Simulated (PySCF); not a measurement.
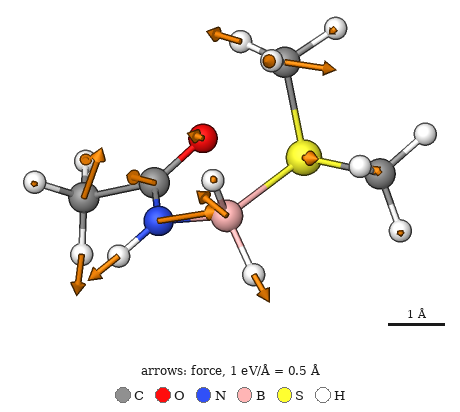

Starting geometry of C4H12BNOS with the computed forces as orange arrows. Style: ball-and-stick. Shown at a tilt.

The start comes from GFN2-xTB. Its atoms were then displaced at random by about 0.01 Å.

Method: PySCF 2.14.0, density-fitted response routines, PBE0-D3(BJ)/def2-SVP geometry optimisation, gas phase. 

### What follows when this structure is relaxed?

It isn't relaxed: the largest force vector, on the N atom, is 2.70 eV/Å. The final displacements have little in common with the starting forces (cosine between the two patterns 0.03). The largest move after the best rigid fit is that of the O atom, 0.98 Å. Largest moves by element: O 0.98 Å, H 0.78 Å, C 0.33 Å, B 0.21 Å, N 0.17 Å, S 0.13 Å. Among the contacts that change: O–S 2.376 → 3.002 Å, B–N 1.564 → 1.503 Å, B–H 1.173 → 1.221 Å, B–S 1.972 → 2.017 Å. Bond angles that change, for instance: S–C–H 108.6° → 104.4°, N–B–H 112.7° → 116.8°, S–B–H 105.5° → 101.6°. Groups turn about B–N by about 45°. The energy falls by 9.66 kcal/mol in 18 geometry steps.
